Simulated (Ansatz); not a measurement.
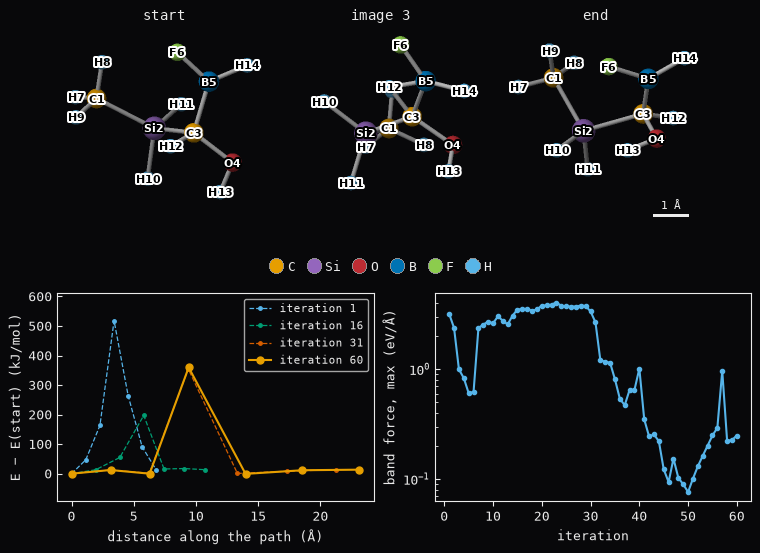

A search for the minimum-energy path of C2H8BFOSi by the nudged elastic band. Images are numbered from 0 (start) to 6 (end). The plot follows the band through its iterations. The picture is a ball-and-stick view, seen at a tilt.

Method: RKS PBE/def2-SVP in Ansatz 0.2.0. Set-up: 5 movable images; climbing image; force threshold 0.03 eV/Å; iteration limit 60; starting path by straight interpolation.

Question: Did the band converge, and can the barrier be trusted?

Answer: The result isn't final. The band hadn't converged when the run stopped after 60 iterations. The largest component of the band force went from 3.2 to 0.25 eV/Å. The barrier read from it is provisional, though the highest image hardly moved in the last two iterations. The straight starting path can push atoms close together and costs iterations. The first iteration put the highest image at 518.1 kJ/mol. Relative to the start the highest point is image 3 at +359.7 kJ/mol and the end lies at +13.5 kJ/mol, but the profile dips to −0.8 kJ/mol at image 4 on the way, so there may be more than one step; on an unconverged band the side maxima are provisional.

The run took 10 min on 2 threads of Intel(R) Xeon(R) Platinum 8488C (Sapphire Rapids), with other jobs on the host, peak memory 0.21 GiB.
